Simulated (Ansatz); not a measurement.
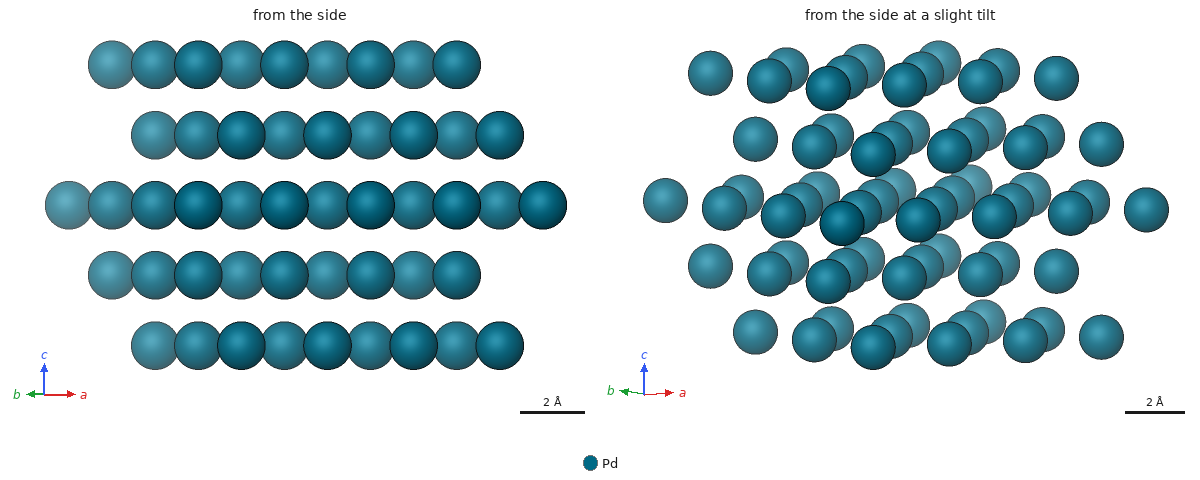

A spheres-only picture of a periodic slab, seen from the side and from the side at a slight tilt. The surface normal points up in side views; the vacuum is left out. 4×3 cells are drawn in the plane, with atoms at the edges repeated.

The cell holds 5 Pd. The slab was cut from bulk Pd (Fm-3m).

> How thick is it?

About 9 Å from the lowest to the highest atom.

> Name the atomic layers in order from the top face down.

Five planes: Pd / Pd / Pd / Pd / Pd.

> What is the orientation of the surface?

(1 1 1).

The calculation used DFT LDA, scalar-relativistic, plane waves, PAW in Ansatz 0.2.0, with 420 eV cutoff, the zone sampled with 15×15×1 points, Gaussian smearing of 0.1 eV, no spin polarisation.

> Work functions?

5.63 eV on both faces.

Origin of the cell: a structure listed in the Materials Project, from which a slab was cut. The atoms were relaxed in a fixed cell with DFT LDA, scalar-relativistic, plane waves, PAW (Ansatz).
